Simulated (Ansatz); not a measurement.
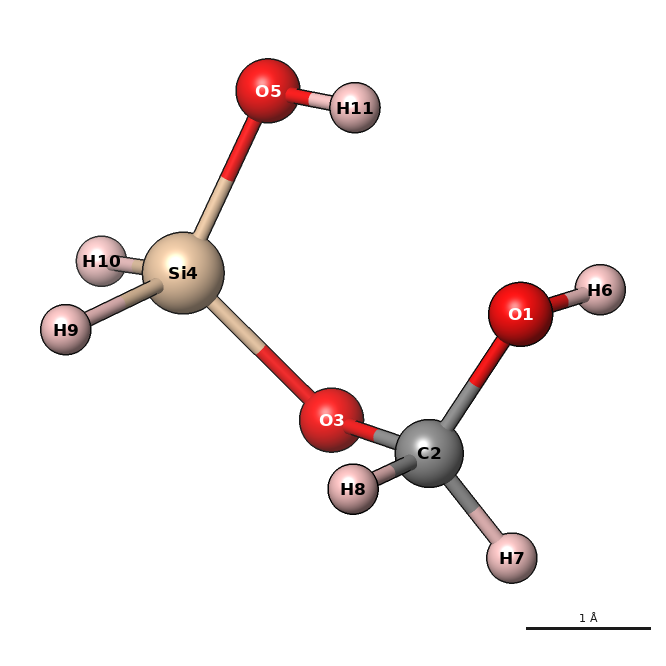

Computed geometry: PBE-D4/def2-SVP optimisation. No frequency run is at hand to confirm it as a minimum.

Which hydrogen bonds does the structure hold? Count O, N, F, S and Cl donors.

```csv
D–H···A,D–H (Å),H···A (Å),angle (°),kind
O5–H11···O1,0.98,2.19,132,intramolecular
```
